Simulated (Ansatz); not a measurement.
# W (Fm-3m): test of the smearing width

Wanted for W (Fm-3m): a test of the smearing width.

This is W in the fcc structure; at room conditions it is bcc.

All numbers are computed with the Python package of Ansatz 0.2.0. Level of theory: DFT PBEsol, plane waves, PAW.

## (1) The structure

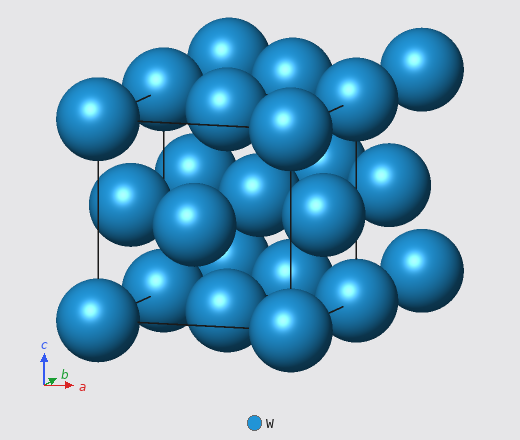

The starting structure, viewed slightly off an axis; tungsten blue. 1×2×1 cells are drawn. The cell is the conventional one. Atoms on cell faces are repeated.

No structure file is read: the coordinates are typed or built in the script.

## (2) Script

Contents of smear.py:

```python
"""How the energy of W depends on the smearing."""

import ansatz as az
import matplotlib.pyplot as plt

FUNCTIONAL = "pbesol"
K_SPACING = 0.22


def main() -> None:
    structure = (
        az.Lattice.of((0.0, 2.03, 2.03), (2.03, 0.0, 2.03), (2.03, 2.03, 0.0))
        .atom("W", (0.0, 0.0, 0.0))
    )

    job = structure.calculation()
    job = job.functional(FUNCTIONAL)
    job = job.pseudopotentials("paw").kpoints(spacing=K_SPACING)
    job = job.stress()

    rows = []
    for value in [0.3, 0.2, 0.1, 0.05]:
        rep = job.occupations("gaussian", width=value).run(threads=1).report
        rows.append((value, rep["free_energy_ev"] / len(rep["lattice"]["sites"]), rep["n_iterations"], sum(rep["stress_gpa"][i][i] for i in range(3)) / 3, rep["n_kpoints"]))

    print("  width (eV)   F/atom (eV)    iterations       P (GPa)      k-points")
    for row in rows:
        print(f"{str(row[0]):>12s}  {row[1]:12.5f}  {row[2]:12d}  {row[3]:12.3f}  {row[4]:12d}")

    # differences from the last row
    for row in rows[:-1]:
        shift = 1000 * (row[1] - rows[-1][1])
        print(f"{row[0]}: {shift:+.2f} meV/atom" + ("  (within 1 meV)" if abs(shift) < 1 else ""))
    plt.figure(figsize=(4.5, 3))
    plt.plot([str(row[0]) for row in rows], [1000 * (row[1] - rows[-1][1]) for row in rows], "o-")
    plt.xlabel("width (eV)")
    plt.ylabel("F - F(last) (meV/atom)")
    plt.tight_layout()
    plt.savefig("smear.png", dpi=100)


if __name__ == "__main__":
    main()
```

## (3) What the engine is handed

The engine receives this input (first run):

```yaml
crystal:
  lattice:
    - [0.0, 2.03, 2.03]
    - [2.03, 0.0, 2.03]
    - [2.03, 2.03, 0.0]
  atoms:
    - { symbol: W, position: [0.0, 0.0, 0.0] }
kpoints:
  mp_grid:
    kspacing: 0.22
hamiltonian:
  xc: pbesol
  pseudopotentials:
    kind: paw
scf:
  occupations:
    method: gaussian
    width: 0.3
output:
  stress: true
```

## (4) Running it

Started as:

```
> python smear.py
```

Log:

```text
DeckWarning: basis.ecutwfc = 420 eV, auto-derived from the records' recommended cutoffs: set by W (normal level)
  width (eV)   F/atom (eV)    iterations       P (GPa)      k-points
         0.3  -10256.06423             6       -12.247            84
         0.2  -10256.04703             6       -12.374            84
         0.1  -10256.03559             6       -12.436            84
        0.05  -10256.03234             6       -12.399            84
0.3: -31.89 meV/atom
0.2: -14.69 meV/atom
0.1: -3.25 meV/atom
```

(Warnings from the package without file and line.)

It took 3.9 s on 1 thread of Arm Neoverse V2, shared host; peak memory 0.37 GiB.

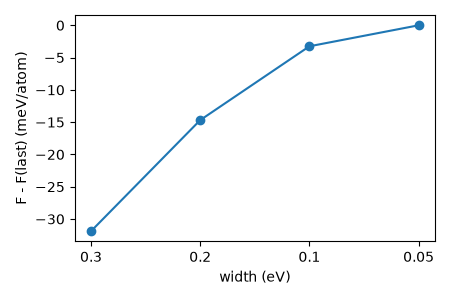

The script's own figure, smear.png.

## (5) Inputs of later runs

The engine's inputs for the other runs:

Run 2, against run 1:

```diff
@@ -18 +18 @@
-    width: 0.3
+    width: 0.2
```

Run 3, against run 1:

```diff
@@ -18 +18 @@
-    width: 0.3
+    width: 0.1
```

Run 4, against run 1:

```diff
@@ -18 +18 @@
-    width: 0.3
+    width: 0.05
```

## (6) The runs side by side

From the records of these 4 runs:

```csv
run,width (eV),energy from run 4 (meV/atom),the same at zero width (meV/atom),pressure (GPa),SCF cycles,CPU time (s)
1,0.3,-31.89,-3.24,-12.25,6,0.69
2,0.2,-14.69,-1.45,-12.37,6,0.6
3,0.1,-3.25,-0.29,-12.44,6,0.6
4,0.05,0.00,0.00,-12.40,6,0.6
```

Energies are free energies F = E - TS of the smeared occupations. 

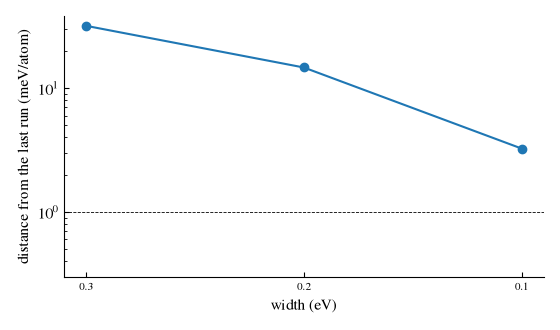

How far each run lies from the last one; the dashed line marks 1 meV/atom.

## (7) Results

| quantity | value |
| --- | --- |
| runs compared | 4 |
| last run but one, from the last | -3.25 meV/atom |
| within 5 meV/atom of the last run from | 0.1 |

What this shows: Going from 0.05 to 0.3 eV changes F by -31.9 meV an atom. With this scheme F falls roughly as the square of the width; the report's estimate for zero width (energy_sigma0_ev) moves by only -3.2 meV. The pressure moves from -12.40 to -12.25 GPa. Caveats:
- The free energy holds a sizeable smearing term, which stands for no physical temperature.
- The narrowest width needs the finest mesh, so the last row is no converged reference.
- Pressure is positive in compression.
- Spin-orbit coupling, which matters for elements this heavy, is left out.
- At these settings the cell as given stands under about -12 GPa, so it isn't at this functional's equilibrium volume.
- This isn't the structure that W takes at ambient conditions.
